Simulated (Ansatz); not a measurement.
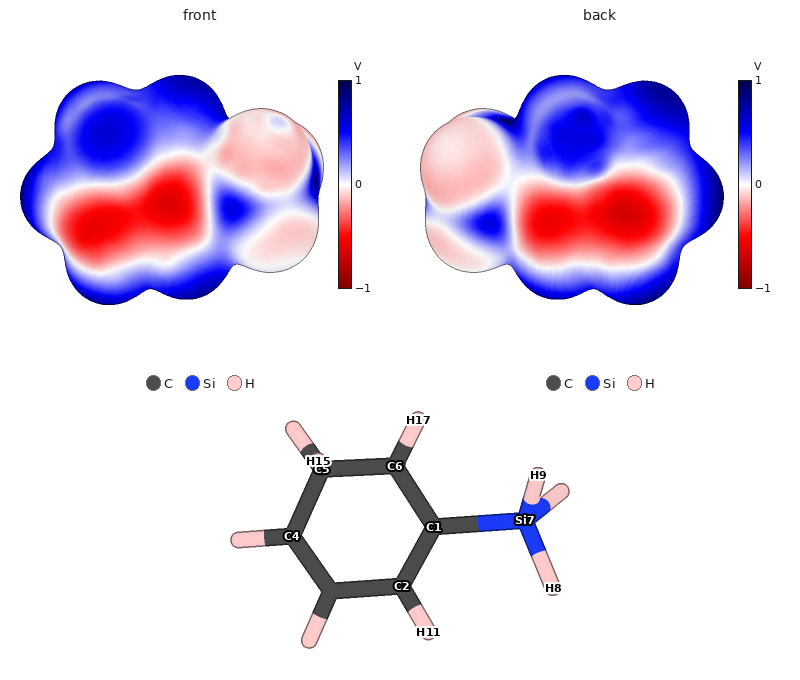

*C$_{6}$H$_{10}$Si. The electrostatic potential painted on the density surface at 0.002 e/bohr³, seen from the front and from behind; red is negative and blue positive. The bare structure is drawn below in the same view.*

Geometry: r2SCAN-D4/def2-SVP.

These are results of isolated molecule in a Gaussian basis; Kohn-Sham density functional theory, functional PBE0 in Ansatz, not measurements.

The calculation's input:

```
crystal:
  periodic: [false, false, false]
  atoms:
    - symbol: C
      position_ang: [-0.786423, -1.254761, -0.466973]
    - symbol: C
      position_ang: [-0.535558, -0.432225, -1.520142]
    - symbol: C
      position_ang: [0.580057, -0.672770, -2.430312]
    - symbol: C
      position_ang: [1.573035, -1.520528, -2.084938]
    - symbol: C
      position_ang: [1.539438, -2.213230, -0.751179]
    - symbol: C
      position_ang: [0.102629, -2.473809, -0.295047]
    - symbol: Si
      position_ang: [-2.237562, -0.976656, 0.674035]
    - symbol: H
      position_ang: [-3.004941, 0.228194, 0.237827]
    - symbol: H
      position_ang: [-1.781433, -0.786076, 2.087851]
    - symbol: H
      position_ang: [-3.146427, -2.168000, 0.674468]
    - symbol: H
      position_ang: [-1.182812, 0.430628, -1.717271]
    - symbol: H
      position_ang: [0.619744, -0.122363, -3.375804]
    - symbol: H
      position_ang: [2.440883, -1.658177, -2.739108]
    - symbol: H
      position_ang: [2.107398, -3.157321, -0.780528]
    - symbol: H
      position_ang: [2.060598, -1.570497, -0.009775]
    - symbol: H
      position_ang: [-0.333543, -3.296711, -0.899707]
    - symbol: H
      position_ang: [0.096252, -2.833687, 0.747700]
basis:
  gaussian:
    orbitals: def2-SVPD
hamiltonian:
  xc: {name: PBE0}
output: {forces: true, orbitals: {seedname: orbitals}}
```

Launched as:

```sh
ansatz run input.yaml --threads 2 --pin off --max-ram 5220MiB --events-out events.jsonl --progress --plain --runs-dir runs
```

**Describe the electrostatic potential map.**

The most negative region (about −0.6 V, or −14 kcal/mol for a unit charge) lies over the π face of C1, C2, C3 and C4, the most positive (about +0.8 V, or +18 kcal/mol for a unit charge) over Si7, H12 and H13.

**How polar is the molecule by this calculation?**

Its dipole moment is 1.21 D.
